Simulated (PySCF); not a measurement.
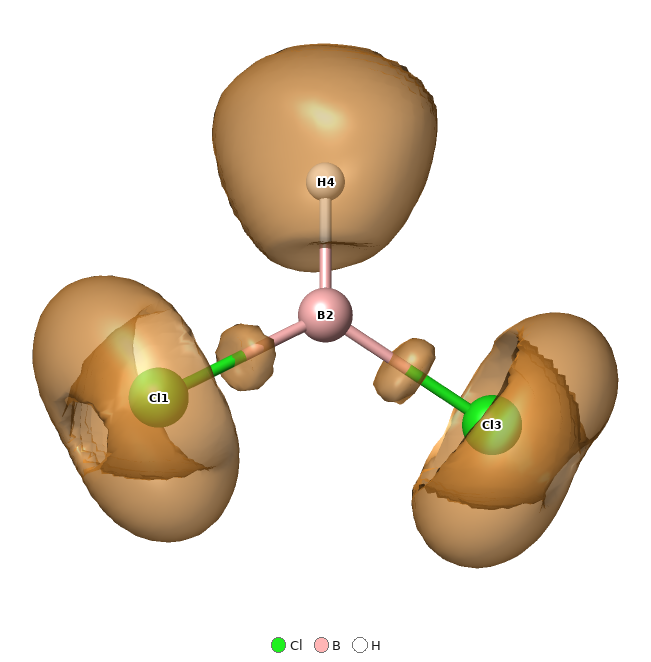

The picture shows: BCl2H (BHCl2). Isosurface of the electron localisation function at 0.85 (orange), seen at a tilt. Core shells and regions of very low density are left out.

Geometry: PBE0-D3(BJ)/def2-TZVP.

The calculation used PySCF, PBE0/aug-cc-pVTZ, SCF density, gas phase.

> Where are the electrons localised?

At this value the surface marks out two regions between bonded B–Cl atoms (shared pairs), one region around a hydrogen nucleus and two rings or bowls of non-bonding electrons around Cl.

Values along the shortest contacts:
B–Cl (1.73 Å): the ELF peaks at about 0.90 between the atoms; a polar covalent bond. B–H (1.19 Å): the ELF climbs to about 1 towards the hydrogen, as it does in any bond to H; an ordinary covalent bond to hydrogen.
